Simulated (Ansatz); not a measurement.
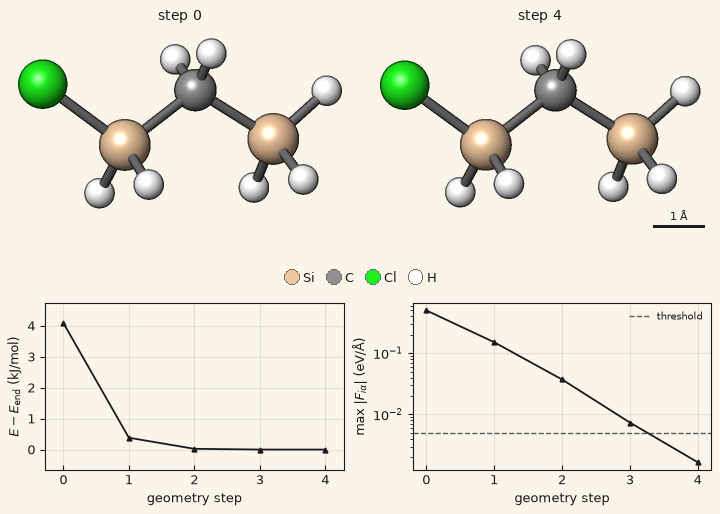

First and last geometry of a relaxation of CH$_{7}$ClSi$_{2}$, with the history of the run. Style: ball-and-stick. Shown at a tilt.

The start comes from PBE-D4/def2-SVP.

Computed with Ansatz, RKS PBE0-D4/def2-TZVP. Settings: force threshold 0.005 eV/Å; at most 150 steps.

What do the curves and the structures tell?

It converged. The atom that moves furthest after the best rigid fit is the Cl atom (0.046 Å). Largest moves by element: Cl 0.046 Å, H 0.033 Å, Si 0.023 Å, C 0.006 Å. Near-neighbour distances that change, for instance: Cl–Si 2.090 → 2.062 Å, C–Si 1.879 → 1.856 Å, C–Si 1.898 → 1.877 Å, H–Si 1.502 → 1.483 Å. The energy falls by 4.09 kJ/mol in 4 geometry steps. Largest force component: 0.5 eV/Å at the start, 0.0017 eV/Å at the end. The run took about 100 core-seconds on a shared host.

| step | E − E(0), kJ/mol | largest force component, eV/Å |
| --- | --- | --- |
| 0 | 0.00 | 0.5016 |
| 1 | -3.71 | 0.1516 |
| 2 | -4.06 | 0.0374 |
| 3 | -4.09 | 0.0074 |
| 4 | -4.09 | 0.0017 |
